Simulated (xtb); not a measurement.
Run report: C3H8SSi, geometry relaxation (part 5 of 5)

Continued. System: C3H8SSi, SMILES C[SiH]1CCS1. Method: GFN2-xTB (xtb 6.7.1 later snapshot). 

Geometry of the input (Å):
```
C  -1.4474  -1.1634  1.1426
Si -0.0896  0.1520  0.8149
C  1.0301  -0.0635  -0.6896
C  0.5874  1.2540  -1.3157
S  -0.7556  1.8203  -0.1794
H  -1.9423  -0.8831  1.8681
H  -1.9132  -1.3847  0.2640
H  -0.9640  -2.1509  1.5716
H  0.7217  0.4526  2.1059
H  2.1689  -0.1241  -0.5591
H  0.7714  -0.8970  -1.2872
H  0.2299  1.1680  -2.3146
H  1.5133  1.9450  -1.3469
```

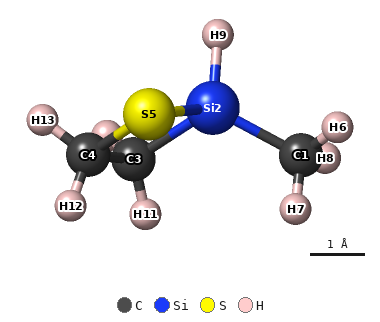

*The geometry at step 17 of the log (ball-and-stick view, seen at a tilt; atoms are numbered from 1 in the order of the input).*

**Trajectory as extended XYZ, continued**
```
13
Properties=species:S:1:pos:R:3 step=15 energy=-421.10945
C    -1.3704   -1.2009    1.1723
Si   -0.0337    0.1038    0.8721
C     1.0385   -0.0755   -0.6960
C     0.6376    1.2601   -1.3295
S    -0.6954    1.8587   -0.2089
H    -2.0856   -0.8522    1.9092
H    -1.9178   -1.4258    0.2616
H    -0.9343   -2.1220    1.5441
H     0.7186    0.4622    2.0753
H     2.1123   -0.1388   -0.5309
H     0.7594   -0.9141   -1.3324
H     0.2397    1.1768   -2.3382
H     1.4417    1.9929   -1.3244
13
Properties=species:S:1:pos:R:3 step=16 energy=-421.10962
C    -1.3696   -1.2025    1.1720
Si   -0.0357    0.1045    0.8704
C     1.0378   -0.0754   -0.6966
C     0.6387    1.2612   -1.3292
S    -0.6918    1.8625   -0.2082
H    -2.0855   -0.8529    1.9087
H    -1.9177   -1.4311    0.2621
H    -0.9316   -2.1212    1.5466
H     0.7154    0.4645    2.0751
H     2.1109   -0.1425   -0.5307
H     0.7563   -0.9130   -1.3335
H     0.2402    1.1781   -2.3379
H     1.4431    1.9931   -1.3243
13
Properties=species:S:1:pos:R:3 step=17 energy=-421.10969
C    -1.3693   -1.2032    1.1718
Si   -0.0367    0.1050    0.8695
C     1.0374   -0.0753   -0.6969
C     0.6394    1.2618   -1.3291
S    -0.6897    1.8646   -0.2079
H    -2.0850   -0.8528    1.9087
H    -1.9177   -1.4348    0.2626
H    -0.9299   -2.1210    1.5477
H     0.7128    0.4657    2.0748
H     2.1103   -0.1448   -0.5308
H     0.7542   -0.9122   -1.3339
H     0.2407    1.1788   -2.3377
H     1.4441    1.9933   -1.3243
13
Properties=species:S:1:pos:R:3 step=18 energy=-421.10974
C    -1.3693   -1.2036    1.1717
Si   -0.0375    0.1056    0.8690
C     1.0368   -0.0751   -0.6972
C     0.6401    1.2624   -1.3290
S    -0.6882    1.8658   -0.2078
H    -2.0845   -0.8527    1.9089
H    -1.9177   -1.4382    0.2633
H    -0.9286   -2.1208    1.5485
H     0.7105    0.4663    2.0743
H     2.1097   -0.1463   -0.5312
H     0.7523   -0.9114   -1.3343
H     0.2415    1.1796   -2.3375
H     1.4454    1.9934   -1.3242
13
Properties=species:S:1:pos:R:3 step=19 energy=-421.10976
C    -1.3694   -1.2037    1.1717
Si   -0.0377    0.1057    0.8689
C     1.0365   -0.0750   -0.6974
C     0.6405    1.2626   -1.3290
S    -0.6880    1.8659   -0.2079
H    -2.0842   -0.8525    1.9090
H    -1.9179   -1.4397    0.2638
H    -0.9282   -2.1206    1.5490
H     0.7095    0.4664    2.0742
H     2.1095   -0.1467   -0.5316
H     0.7514   -0.9110   -1.3345
H     0.2421    1.1802   -2.3376
H     1.4462    1.9935   -1.3241
```

**Key numbers**

| quantity | value |
| --- | --- |
| outcome | converged |
| electrons treated | 30 |
| total energy | −15.475498 hartree |
| dispersion energy | −0.008695 hartree |
| basis functions | 40 |
| HOMO | −9.71 eV |
| LUMO | −5.75 eV |
| dipole moment | 3.45 D |
| hardware | 1 thread of Arm Neoverse V1, 24 GiB of memory available, shared host |
| peak memory | 0.074 GiB |

**Notes**

Settings chosen away from the usual ones: method = gfn2-xtb; task = optimise; x = {"model_hessian": "swart"}; opt_level = tight; partner = base.
